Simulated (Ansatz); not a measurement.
**LaVO4 (P2_1/c): the HSE06 gap against the k mesh of the hybrid**

How far can the k mesh of the hybrid be lowered for the gap of LaVO4 (P2_1/c)?

Main program and level: Ansatz 0.2.0; DFT, HSE06, plane waves, PAW.

### 1. Starting point

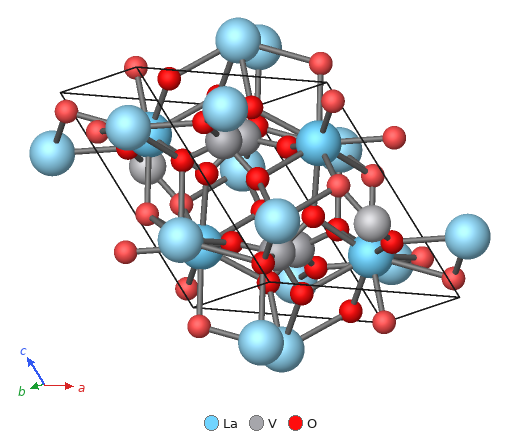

Start, viewed from a free direction; lanthanum blue, vanadium grey, oxygen red. Some periodic images of atoms are drawn too.

The cell and positions come from the Crystallography Open Database and are kept as given unless a step says otherwise. Spin-orbit coupling is left out unless a step names it. The default PAW set here is soft_2. Its files were made with PBE.

### 2. k mesh of the hybrid: 2×2×2

input.yaml

```yaml
crystal:
  lattice:
    - [6.725, 0.0, 0.0]
    - [0.0, 7.2827, 0.0]
    - [-4.9123006198, 0.0, 6.8121466218]
  atoms:
    - { symbol: La, position: [0.827399, 0.157198, 0.723776] }
    - { symbol: La, position: [0.172601, 0.657198, 0.776224] }
    - { symbol: La, position: [0.172601, 0.842802, 0.276224] }
    - { symbol: La, position: [0.827399, 0.342802, 0.223776] }
    - { symbol: V, position: [0.31429, 0.16481, 0.69917] }
    - { symbol: V, position: [0.68571, 0.66481, 0.80083] }
    - { symbol: V, position: [0.68571, 0.83519, 0.30083] }
    - { symbol: V, position: [0.31429, 0.33519, 0.19917] }
    - { symbol: O, position: [0.8171, 0.4979, 0.7446] }
    - { symbol: O, position: [0.1829, 0.9979, 0.7554] }
    - { symbol: O, position: [0.1829, 0.5021, 0.2554] }
    - { symbol: O, position: [0.8171, 0.0021, 0.2446] }
    - { symbol: O, position: [0.6098, 0.2795, 0.3821] }
    - { symbol: O, position: [0.3902, 0.7795, 0.1179] }
    - { symbol: O, position: [0.3902, 0.7205, 0.6179] }
    - { symbol: O, position: [0.6098, 0.2205, 0.8821] }
    - { symbol: O, position: [0.6587, 0.895, 0.4829] }
    - { symbol: O, position: [0.3413, 0.395, 0.0171] }
    - { symbol: O, position: [0.3413, 0.105, 0.5171] }
    - { symbol: O, position: [0.6587, 0.605, 0.9829] }
    - { symbol: O, position: [0.8898, 0.8436, 0.8857] }
    - { symbol: O, position: [0.1102, 0.3436, 0.6143] }
    - { symbol: O, position: [0.1102, 0.1564, 0.1143] }
    - { symbol: O, position: [0.8898, 0.6564, 0.3857] }
kpoints:
  mp_grid: { grid: [2, 2, 2] }
  band_path:
    path:
      - [0.0, 0.0, 0.0]
      - [0.0, 0.5, 0.0]
      - [0.0, 0.5, 0.5]
      - [0.0, 0.0, 0.5]
      - [-0.5, 0.0, 0.5]
      - [-0.5, 0.5, 0.5]
      - [-0.5, 0.5, 0.0]
      - [-0.5, 0.0, 0.0]
      - [-0.5, 0.35, 0.0]
      - [-0.5, 0.1, 0.0]
    npoints: 1
hamiltonian:
  xc: hse06
scf:
  occupations: { method: fixed }
  n_extra_bands: 12
output:
  eigenvalues: true
```

Launch:

```bash
$ ansatz run input.yaml --threads 24 --pin off --max-ram 82944MiB --backend cuda --events-out ev --progress --plain --runs-dir out --devices 1 --max-vram 78GiB
```

Numbers of over 12 decimals in the logs are rounded to 6 here.

Log:

```text
scf.n_extra_bands = 12 over 96 filled bands (N_el = 192.0): the run solves 108 bands
GPUs: using 1 of 1 available (devices: 1).
Engine: ansatz 0.2.0, aarch64-unknown-linux-gnu
Pseudopotentials: kind: paw
Pseudopotential: La, paw, valence charge 11, recommended cutoff 420 eV (normal), La.paw.azcp
Pseudopotential: V, paw, valence charge 13, recommended cutoff 420 eV (normal), V.paw.azcp
Pseudopotential: O, paw, valence charge 6, recommended cutoff 420 eV (normal), O.paw.azcp
Functional definition: HSE06
  parameter a = 0.25
  parameter omega = 0.11/bohr
  exchange = pbe_x - a*pbe_x_sr(omega) + a*exact_x_sr(omega)
  correlation = pbe_c
davidson cushion auto → on  (no smearing: the cushion is to keep the highest requested band from converging to the state above it; pin scf.eigensolver.cushion to override)
[...]
Crystal: 24 atoms, lattice volume = 333.633 Å³
Basis set: ecut = 420 eV, 6513 PW (Γ)
Bands: 108, of which v1, the nominal top of the filled ones, is band 96 counted from 1 (95 counted from 0)
Symmetry: 4 space group operations
Space group: P21/c (ITA 14), of the structure as read, at distance tolerance 6.9e-5 Å
k-points: 8
Non-local potential: La, projectors of the file, l = 0: 3, l = 1: 2, l = 2: 2, l = 3: 3
Non-local potential: V, projectors of the file, l = 0: 3, l = 1: 2, l = 2: 3, l = 3: 1
Non-local potential: O, projectors of the file, l = 0: 2, l = 1: 2, l = 2: 1
PAW form: soft (Blöchl's): semilocal exchange-correlation on the pseudo side does not see the compensation charge
PAW frozen core: La, regenerated for the run's functional, and the local potential with it (the file was generated under x = pbe(κ = 0.804, μ = 0.219515), c = pbe(β = 0.066725))
PAW frozen core: V, regenerated for the run's functional, and the local potential with it (the file was generated under x = pbe(κ = 0.804, μ = 0.219515), c = pbe(β = 0.066725))
PAW frozen core: O, regenerated for the run's functional, and the local potential with it (the file was generated under x = pbe(κ = 0.804, μ = 0.219515), c = pbe(β = 0.066725))
PAW one-centre angular grid: La, 590 points (default); XC on 64 Gauss nodes
PAW one-centre angular grid: V, 590 points (default); XC on 64 Gauss nodes
PAW one-centre angular grid: O, 110 points (default); XC on 96 Gauss nodes
Initial density: superposition of atomic densities (neutral atoms: chi_scale 0, normalization atom), corrected by the library's trained network
Initial wavefunctions: pseudopotential atomic-orbital guess
[...]
Functional: x = pbe(κ = 0.804, μ = 0.219515), c = pbe(β = 0.066725), warm-up for x = pbe(κ = 0.804, μ = 0.219515) + 0.25 (exact − pbe) at short range (hse, ω = 0.207870 Å⁻¹), c = pbe(β = 0.066725); HSE06 as pw.x's `hse` composes it (authors' and Libxc's form: `xc: wpbeh`)
SCF iter   1: F=—  HF=-45762.042948 eV  |F-HF|=—  |Δ(HF+E_count)|=         —  Δρ=3.01e-3  dr2=2.19e-2  ethr=1.77e-3  ⟨swp⟩=5.2  Hψ=4266  notcnv=0
preconditioner: auto → none  [insulator: Δε(μ)=3.558 eV  Ē_g=10.796 eV  n_scr=82 (ndim 8)  ℏωp=25.1 eV  f_vac=0.045]
SCF iter   2: F=—  HF=-45762.070622 eV  |F-HF|=—  |Δ(HF+E_count)|=   2.77e-2  Δρ=3.68e-3  dr2=5.08e-2  ethr=1.14e-5  ⟨swp⟩=8.5  Hψ=3737  notcnv=0  defer=34
[...]
SCF iter   5: F=-45762.065955 eV  HF=-45762.066085 eV  |F-HF|=1.30e-4  |Δ(HF+E_count)|=   1.99e-5  Δρ=4.01e-4  dr2=4.18e-4  ethr=1.94e-6  ⟨swp⟩=5.0  Hψ=2101  notcnv=0  defer=18
SCF 1 stopped early in 5 iterations: F = -45762.065955 eV  dr2 = 4.18e-4
  greatest PAW one-centre occupation: 1.000 electrons in one spin orbital (limit 2), on the V atom at site 7 (counted from 0), in its partial waves of l = 0
[...]
hybrid outer 1: dexx = +1.723e-1 eV, tail = 1.02e-3 eV
[...]
SCF 3 converged in 7 iterations: F = -45771.468164 eV  dr2 = 3.90e-8
hybrid outer 2: dexx = +3.847e-5 eV, tail = 4.23e-7 eV, Δε = 4.62e-3 eV (about 1.08e-4 eV left of the loop's levels)
[...]
E_xc         = -1819.283342
  E_vxc        = -2201.119440  (∫ρ·V_xc dr)
  E_exx        = -582.198323  (= α·E_x^exact, valence–valence)
  E_paw        = -28501.724322  (= ΣΔE_a)
  E_vpaw       = -1366.890725  (= ΣTr[D̂ρ^β])
  E_aug_tail   = 0.039965  (compensation charges beyond the density's cutoff)
  E_ewald      = -12619.089810
  E_core_change = -1.829496  (= ΣΔE_core)
  E_smearing   = -0.000000  (= −TS)
  E_closure    = 0.000000  (closes the sum)
  Σ components = -45771.468166   (vs F -45771.468166, Δ=0.00e0)
--- Band table (eV; the first three rows and the last of 8) ---
  k-point 0: bands = ["-61.8307", "-61.8306", "-61.8306", "-61.8306", "-34.2112", "-34.2108", "-34.2103", "-34.2096", "-34.1146", "-34.1139", "-34.1124", "-34.1123", "-34.0713", "-34.0707", "-34.0693", "-34.0689", "-25.4161", "-25.3708", "-25.3596", "-25.3586", "-12.0720", "-12.0505", "-12.0491", "-12.0412", "-11.8766", "-11.6518", "-11.6311", "-11.5631", "-11.5287", "-11.4604", "-11.4410", "-11.3294", "-11.2835", "- [...]
  k-point 1: bands = ["-61.8307", "-61.8307", "-61.8306", "-61.8306", "-34.2108", "-34.2108", "-34.2102", "-34.2102", "-34.1136", "-34.1136", "-34.1131", "-34.1131", "-34.0710", "-34.0710", "-34.0690", "-34.0690", "-25.3932", "-25.3932", "-25.3590", "-25.3590", "-12.1656", "-12.1656", "-12.0590", "-12.0590", "-11.7281", "-11.7281", "-11.5889", "-11.5889", "-11.5179", "-11.5179", "-11.4125", "-11.4125", "-11.2710", "- [...]
  k-point 2: bands = ["-61.8306", "-61.8306", "-61.8306", "-61.8306", "-34.2111", "-34.2111", "-34.2099", "-34.2099", "-34.1143", "-34.1143", "-34.1123", "-34.1123", "-34.0703", "-34.0703", "-34.0698", "-34.0698", "-25.3920", "-25.3920", "-25.3604", "-25.3604", "-12.1622", "-12.1622", "-11.9850", "-11.9850", "-11.8332", "-11.8332", "-11.6758", "-11.6758", "-11.5152", "-11.5152", "-11.2589", "-11.2589", "-11.1951", "- [...]
  k-point 7: bands = ["-61.8306", "-61.8306", "-61.8306", "-61.8306", "-34.2105", "-34.2105", "-34.2105", "-34.2105", "-34.1135", "-34.1135", "-34.1131", "-34.1131", "-34.0703", "-34.0703", "-34.0698", "-34.0698", "-25.3850", "-25.3850", "-25.3642", "-25.3642", "-12.3087", "-12.3087", "-12.1511", "-12.1511", "-11.8495", "-11.8495", "-11.5326", "-11.5326", "-11.3631", "-11.3631", "-11.2643", "-11.2643", "-11.1778", "- [...]
```

Run time: 17 s. Hardware: 1 × NVIDIA GB200 (shared by 2 runs) with 24 threads of Arm Neoverse V2, shared host; peak memory 1.9 GiB.

Numbers from this step:

- gap: 5.123 eV
- valence top at: Y_2
- conduction bottom at: k = (-0.500, 0.350, 0.000)
- least direct gap: 5.224 eV
- exact-exchange fraction: 0.25

The gap is indirect, with the least direct gap 0.10 eV higher.

### 3. k mesh of the hybrid: 4×4×4

input.yaml, as its differences from that of step 2:

```diff
@@ -31,3 +31,3 @@
 kpoints:
-  mp_grid: { grid: [2, 2, 2] }
+  mp_grid: { grid: [4, 4, 4] }
   band_path:
```

Log:

```text
[...]
GPUs: using 1 of 1 available (devices: 1).
[...]
Crystal: 24 atoms, lattice volume = 333.633 Å³
Basis set: ecut = 420 eV, 6513 PW (Γ)
Bands: 108, of which v1, the nominal top of the filled ones, is band 96 counted from 1 (95 counted from 0)
[... 1 set-up line as in the run before ...]
[...]
k-points: 30 of 64
[...]
E_xc         = -1819.277860
  E_vxc        = -2201.112705  (∫ρ·V_xc dr)
  E_exx        = -582.194557  (= α·E_x^exact, valence–valence)
  E_paw        = -28501.724615  (= ΣΔE_a)
  E_vpaw       = -1366.892624  (= ΣTr[D̂ρ^β])
  E_aug_tail   = 0.039965  (compensation charges beyond the density's cutoff)
  E_ewald      = -12619.089810
  E_core_change = -1.829496  (= ΣΔE_core)
  E_smearing   = -0.000000  (= −TS)
  E_closure    = -0.000000  (closes the sum)
  Σ components = -45771.474274   (vs F -45771.474274, Δ=0.00e0)
--- Band table (eV; the first three rows and the last of 30) ---
[...]
```

Wall time 69 s (1 × NVIDIA GB200 (shared by 2 runs) with 24 threads); peak memory 4 GiB; 17 min of CPU time.

Numbers from this step:

```
gap                  : 5.124 eV
valence top at       : Y_2
conduction bottom at : k = (-0.500, 0.350, 0.000)
least direct gap     : 5.224 eV
```

The gap is 5.124 eV, as in the run before at this level.

### 4. The series

Differences are against the last row; a negative gap means that bands overlap, and a run with a band path holds that path's time. Times are wall times on 1 × NVIDIA GB200 (shared by 2 runs) with 24 threads of Arm Neoverse V2, shared host, good to a factor of about two.

```tsv
k mesh of the hybrid	gap (eV)	direct gap (eV)	gap error (eV)	energy error (meV/atom)	irreducible k	time
2×2×2	5.123	5.224	−0.0003	+0.3	8	17 s
4×4×4	5.124	5.224	+0.000	+0.0	30	69 s
```

### 5. Summary of results

```
2×2×2 : 5.123 eV
4×4×4 : 5.124 eV
```

What this shows: The gap holds to 0.02 eV from 2×2×2 on, the cheapest setting tried. At 2×2×2 the gap is off by −0.0003 eV and the energy by +0 meV/atom. The gap is read over the mesh and added points near the edges, so meshes differ mainly through the density and, for a hybrid, the exchange operator. The runs have no spin polarisation. For a closed low-spin shell that is the natural state; where a d or f shell is open it is a constraint, and the gap is then not the crystal's own.

[Paths, hosts, dates, memory and timing lines, banners, echoed tables and standing remarks are left out of the program output.]

[Logs are printed without paths, hosts, clocks, repeated set-up lines and the standing remarks that a program may print on its own settings, such as how far it seeks lower states.]

[Runs of the session that timed out or met a known fault of the program may be left out.]

[Cells called generated may have been cut or substituted from an entry of the Crystallography Open Database or the Materials Project.]

[Hosts, paths, dates, database ids (printed as entryN), source tags and the programs' standing remarks are cut or masked in the printed files.]
